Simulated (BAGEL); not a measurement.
**singlet BH2O+ at 6 levels**

We compute a comparison of 6 runs (HF/STO-3G, HF/3-21G, B3LYP/6-31G*, PBE0/cc-pVTZ, RI-MP2/cc-pVTZ, FCI/STO-3G) of singlet BH2O+. 

The results are computed with BAGEL 1.2.2.

3 further runs of the same task are left out: 1 that didn't finish, 2 set aside as unsound or not needed. Runs told in other sessions of the task aren't counted.

## Step 1: The molecule

The species is BH2O+ (4 atoms), meant as a singlet with charge +1. As SMILES of the parent species, `[BH]O`. The coordinates come from a PBE0-D4/def2-TZVP relaxation. That shape belongs to the parent species and isn't relaxed for this state.

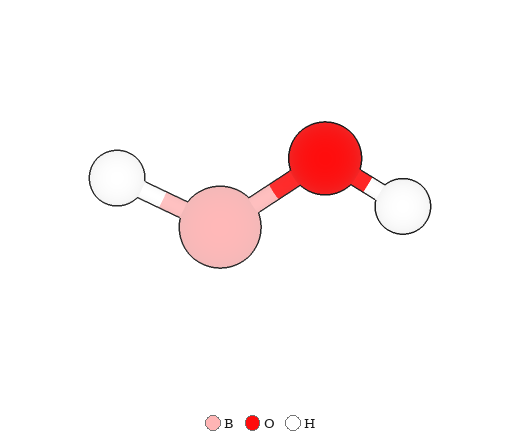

The structure, seen from a chosen angle (boron pink, oxygen red, hydrogen white).

## Step 2: A single-point energy at HF/STO-3G (density fitting with qzvpp-jkfit) (run 1)

Input file calc.json:

```json
{ "bagel" : [

{
  "title" : "molecule",
  "basis" : "sto-3g",
  "df_basis" : "qzvpp-jkfit",
  "angstrom" : true,
  "geometry" : [
    { "atom" : "B", "xyz" : [      -0.006100,      -0.485500,       0.388300 ] },
    { "atom" : "O", "xyz" : [       0.119700,       0.544500,      -0.448600 ] },
    { "atom" : "H", "xyz" : [      -1.064200,      -1.032400,       0.540300 ] },
    { "atom" : "H", "xyz" : [       1.006100,       0.913200,      -0.500300 ] }
  ]
},

{ "title" : "hf", "charge" : 1 },

{ "title" : "print", "file" : "orbitals.molden", "orbitals" : true }

]}
```

On the command line:

```bash
BAGEL_NUM_THREADS=1 BAGEL calc.json > calc.out
```

The log of the run:

```text
* using 1 threads per process

  ===============================================================
  ===============================================================

  *** Geometry ***

  { "atom" : "B", "xyz" : [     -0.011527,     -0.917462,      0.733781 ] },
  { "atom" : "O", "xyz" : [      0.226200,      1.028956,     -0.847731 ] },
  { "atom" : "H", "xyz" : [     -2.011047,     -1.950953,      1.021019 ] },
  { "atom" : "H", "xyz" : [      1.901253,      1.725698,     -0.945430 ] },

  Number of auxiliary basis functions:      188

  Since a DF basis is specified, we compute 2- and 3-index integrals:
    o Being stored without compression. Storage requirement is 0.000 GB

  Number of basis functions:       12
  Number of electrons      :       15

    * METHOD: MOLECULE                             0.02

  *** RHF ***

  === Nuclear Repulsion ===
    25.9416964311

      * DIIS with orbital gradients will be used.

  === RHF iteration (sto-3g) ===
      0        -99.04096000          0.03620453           0.00
      1        -99.07981171          0.02391202           0.00
      2        -99.09624699          0.00326911           0.00
      3        -99.09688705          0.00061908           0.00
      4        -99.09691507          0.00011602           0.00
      5        -99.09691605          0.00003154           0.00
      6        -99.09691612          0.00000553           0.00
      7        -99.09691612          0.00000178           0.00
      8        -99.09691612          0.00000086           0.00
      9        -99.09691612          0.00000038           0.00
     10        -99.09691612          0.00000008           0.00
     11        -99.09691612          0.00000002           0.00
     12        -99.09691612          0.00000001           0.00
    * SCF iteration converged.

    * Permanent dipole moment:
           (   -0.799488,     0.661451,    -0.796859) a.u.

    * METHOD: HF                                   0.03

    * METHOD: PRINT                                0.00

  ===============================================================
```

It took 0.18 s on 1 thread of Arm Neoverse V2, shared host.

## Step 3: A single-point energy at HF/3-21G (density fitting with qzvpp-jkfit) (run 2)

calc.json, as its differences from that of step 2:

```diff
@@ -4,3 +4,3 @@
   "title" : "molecule",
-  "basis" : "sto-3g",
+  "basis" : "3-21g",
   "df_basis" : "qzvpp-jkfit",
@@ -15,5 +15,12 @@
 
-{ "title" : "hf", "charge" : 1 },
+{
+  "title" : "hf",
+  "charge" : 1
+},
 
-{ "title" : "print", "file" : "orbitals.molden", "orbitals" : true }
+{
+  "title" : "print",
+  "file" : "orbitals.molden",
+  "orbitals" : true
+}
```

On the command line:

```bash
BAGEL_NUM_THREADS=1 BAGEL calc.json > calc.out
```

The log of the run:

```text
* using 1 threads per process

  ===============================================================
  ===============================================================

  *** Geometry ***

  { "atom" : "B", "xyz" : [     -0.011527,     -0.917462,      0.733781 ] },
  { "atom" : "O", "xyz" : [      0.226200,      1.028956,     -0.847731 ] },
  { "atom" : "H", "xyz" : [     -2.011047,     -1.950953,      1.021019 ] },
  { "atom" : "H", "xyz" : [      1.901253,      1.725698,     -0.945430 ] },

  Number of auxiliary basis functions:      188

  Since a DF basis is specified, we compute 2- and 3-index integrals:
    o Being stored without compression. Storage requirement is 0.001 GB

  Number of basis functions:       22
  Number of electrons      :       15

    * METHOD: MOLECULE                             0.02

  *** RHF ***

  === Nuclear Repulsion ===
    25.9416964311

      * DIIS with orbital gradients will be used.

  === RHF iteration (3-21g) ===
      0        -99.71694130          0.05143636           0.00
      1        -99.77538202          0.04200514           0.00
      2        -99.82113669          0.00312876           0.00
      3        -99.82189548          0.00066996           0.00
      4        -99.82194144          0.00016254           0.00
      5        -99.82194415          0.00003874           0.00
      6        -99.82194430          0.00000698           0.00
      7        -99.82194431          0.00000251           0.00
      8        -99.82194431          0.00000072           0.00
      9        -99.82194431          0.00000032           0.00
     10        -99.82194431          0.00000010           0.00
     11        -99.82194431          0.00000003           0.00
     12        -99.82194431          0.00000001           0.00
    * SCF iteration converged.

    * Permanent dipole moment:
           (   -0.873835,     0.824871,    -0.957406) a.u.

    * METHOD: HF                                   0.04

    * METHOD: PRINT                                0.00

  ===============================================================
```

It took 0.18 s on 1 thread of Arm Neoverse V2, shared host.

## Step 4: A single-point energy at B3LYP/6-31G(d) (density fitting with qzvpp-jkfit, spherical functions) (run 3)

Input file input.json:

```json
{ "bagel" : [

{
  "title" : "molecule",
  "basis" : "6-31gs.json",
  "df_basis" : "qzvpp-jkfit",
  "angstrom" : true,
  "geometry" : [
    { "atom" : "B", "xyz" : [   -0.006100,   -0.485500,    0.388300 ] },
    { "atom" : "O", "xyz" : [    0.119700,    0.544500,   -0.448600 ] },
    { "atom" : "H", "xyz" : [   -1.064200,   -1.032400,    0.540300 ] },
    { "atom" : "H", "xyz" : [    1.006100,    0.913200,   -0.500300 ] }
  ]
},
{ "title" : "ks", "xc_func" : "b3lyp", "charge" : 1 },
{ "title" : "print", "file" : "orbitals.molden", "orbitals" : true }

]}
```

The basis set 6-31G* is read from a file made from the Basis Set Exchange's data (not shown).

On the command line:

```bash
BAGEL_NUM_THREADS=1 BAGEL input.json > input.out
```

The log of the run:

```text
* using 1 threads per process

  ===============================================================
  ===============================================================

  *** Geometry ***

  { "atom" : "B", "xyz" : [     -0.011527,     -0.917462,      0.733781 ] },
  { "atom" : "O", "xyz" : [      0.226200,      1.028956,     -0.847731 ] },
  { "atom" : "H", "xyz" : [     -2.011047,     -1.950953,      1.021019 ] },
  { "atom" : "H", "xyz" : [      1.901253,      1.725698,     -0.945430 ] },

  Number of auxiliary basis functions:      188

  Since a DF basis is specified, we compute 2- and 3-index integrals:
    o Being stored without compression. Storage requirement is 0.002 GB

  Number of basis functions:       32
  Number of electrons      :       15

    * METHOD: MOLECULE                             0.02

  *** Kohn-Sham DFT ***

    * Removing 5331 points whose weight is below 1.00e-10
    * Grid points: 54293

  === Nuclear Repulsion ===
    25.9416964311

       - DIIS with orbital gradients will be used.

  === KS iteration (b3lyp / 6-31gs.json) ===
      0        -90.97023949          0.19137276           0.05
      1        -86.10967732          0.28208528           0.04
      2        -91.84892544          0.20093241           0.04
      3        -99.67274943          0.14996116           0.04
      4       -100.16875452          0.11987094           0.04
      5        -99.79269354          0.14547534           0.04
      6        -99.21188972          0.17399926           0.04
      7       -100.12564190          0.12273866           0.04
      8       -100.91140061          0.01338089           0.04
      9       -100.92237585          0.00377410           0.04
     10       -100.92326480          0.00021101           0.04
     11       -100.92326798          0.00007117           0.04
     12       -100.92326829          0.00001552           0.04
     13       -100.92326830          0.00000266           0.04
     14       -100.92326830          0.00000063           0.04
     15       -100.92326830          0.00000041           0.04
     16       -100.92326830          0.00000004           0.04
     17       -100.92326830          0.00000000           0.04
    * SCF iteration converged.

    * Permanent dipole moment:
           (   -0.685961,     0.636903,    -0.742544) a.u.

    * METHOD: KS                                   0.76

    * METHOD: PRINT                                0.00

  ===============================================================
```

Run time: 0.92 s. Hardware: 1 thread of Arm Neoverse V2, shared host.

Runs 4 to 5 aren't shown in full; the table further down has their settings and results.

## Step 5: The energy at FCI/STO-3G (density fitting with qzvpp-jkfit) (run 6)

Input file calc.json:

```json
{ "bagel": [

{
  "title": "molecule",
  "basis": "sto-3g",
  "df_basis": "qzvpp-jkfit",
  "angstrom": true,
  "geometry": [
    { "atom": "B", "xyz": [      -0.006100,      -0.485500,       0.388300 ] },
    { "atom": "O", "xyz": [       0.119700,       0.544500,      -0.448600 ] },
    { "atom": "H", "xyz": [      -1.064200,      -1.032400,       0.540300 ] },
    { "atom": "H", "xyz": [       1.006100,       0.913200,      -0.500300 ] }
  ]
},

{ "title": "hf", "charge": 1 },

{ "title": "fci", "nstate": 1, "charge": 1, "ncore": 2 }

]}
```

On the command line:

```bash
BAGEL_NUM_THREADS=1 BAGEL calc.json > calc.out
```

The log of the run:

```text
* using 1 threads per process

  ===============================================================
  ===============================================================

  *** Geometry ***

  { "atom" : "B", "xyz" : [     -0.011527,     -0.917462,      0.733781 ] },
  { "atom" : "O", "xyz" : [      0.226200,      1.028956,     -0.847731 ] },
  { "atom" : "H", "xyz" : [     -2.011047,     -1.950953,      1.021019 ] },
  { "atom" : "H", "xyz" : [      1.901253,      1.725698,     -0.945430 ] },

  Number of auxiliary basis functions:      188

  Since a DF basis is specified, we compute 2- and 3-index integrals:
    o Being stored without compression. Storage requirement is 0.000 GB

  Number of basis functions:       12
  Number of electrons      :       15

[... 15 lines left out ...]
    * SCF iteration converged.
[... 1 line left out ...]
    * Permanent dipole moment:
[... 21 lines left out ...]
     guess   0:   closed 11111.....           open ..........

  === FCI iteration ===

      0  0       -99.09691612     1.90e-03      0.05
      1  0       -99.19840717     1.04e-03      0.05
      2  0       -99.22066749     4.77e-04      0.05
[... 16 lines of this table left out ...]
     19  0       -99.22724600     4.68e-10      0.05
    ** throwing out 1 trial vectors **
     20  0       -99.22724600     1.91e-10      0.05
    ** throwing out 1 trial vectors **
     21  0 *     -99.22724600     7.90e-11      0.05

     * ci vector, state   0, <S^2> = 0.0000
       22222.....     0.9479213215
       222.22....    -0.0989071421
       2222..2...    -0.0915607870
       222a2b....     0.0655462638
       222b2a....     0.0655462638
       222baab...     0.0638175687
       222abba...     0.0638175687
       2222b.a...    -0.0608025963
       2222a.b...    -0.0608025963
       22.22...2.    -0.0566005924

    * METHOD: FCI                                  1.18

  ===============================================================
```

It took 1.4 s on 1 thread of Arm Neoverse V2, shared host.

## Step 6: Overview of the runs

| run | level | frozen core orbitals | number of roots | energy (Eh) | HOMO energy (eV) | LUMO energy (eV) | HOMO–LUMO gap (eV) | wall time |
| --- | --- | --- | --- | --- | --- | --- | --- | --- |
| 1 | HF/STO-3G (density fitting with qzvpp-jkfit) | – | – | -99.096916 | -22.13 | -5.33 | 16.80 | 0.18 s |
| 2 | HF/3-21G (density fitting with qzvpp-jkfit) | – | – | -99.821944 | -23.49 | -7.40 | 16.09 | 0.18 s |
| 3 | B3LYP/6-31G* (density fitting with qzvpp-jkfit, spherical functions) | – | – | -100.923268 | -18.91 | -11.43 | 7.47 | 0.92 s |
| 4 | PBE0/cc-pVTZ (density fitting with qzvpp-jkfit) | – | – | -100.842946 | -19.29 | -11.14 | 8.15 | 2 s |
| 5 | RI-MP2/cc-pVTZ (density fitting with qzvpp-jkfit) | 2 | – | -100.748435 | – | – | – | 0.3 s |
| 6 | FCI/STO-3G (density fitting with qzvpp-jkfit) | 2 | 1 | -99.227246 | – | – | – | 1.4 s |

## Step 7: What came out

```
           quantity         value
run 6: total energy  -99.22725 Eh
```

In words: Against full CI in this basis: HF +130.3 mEh. Over runs 1, 2, 3, 4 the HOMO–LUMO gap runs from 7.47 eV (B3LYP/6-31G*) to 16.80 eV (HF/STO-3G). The two ends differ in method and basis. Totals of different functionals can't be ranked against each other. In runs 1, 6 the basis is minimal, so the values are rough. All runs together took 5 s, the longest 2 s.
